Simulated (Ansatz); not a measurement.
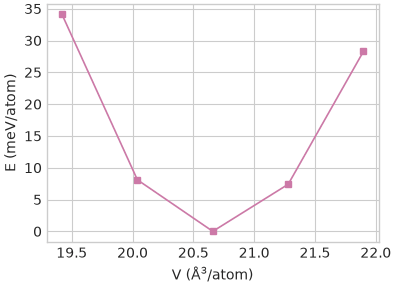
*ZrTa in space group Cmcm (No. 63; Zr on 4c, Ta on 4c) under volume change, the program Ansatz at the r²SCAN level (PAW), shape and atoms relaxed at each volume.*

Q: What does a third-order Birch–Murnaghan fit give for V₀, B₀ and B′?

A: V₀ = 20.66 Å³/atom, B₀ = 134 GPa, B′ = 3.5.

The start of the workflow was typed in or built on a structure type; neither database checked (COD, Materials Project) lists it. Whether it is the stable phase at ambient conditions was not checked. The r²SCAN relaxation kept the symmetry of its start; whether a distortion lowers the energy is not shown. The run is not spin-polarised. Its formation energy is positive at this level, so the cell may be metastable or incomplete. Spin–orbit coupling is left out wherever it is not named.

Potentials: the earlier of the program's two PAW sets.
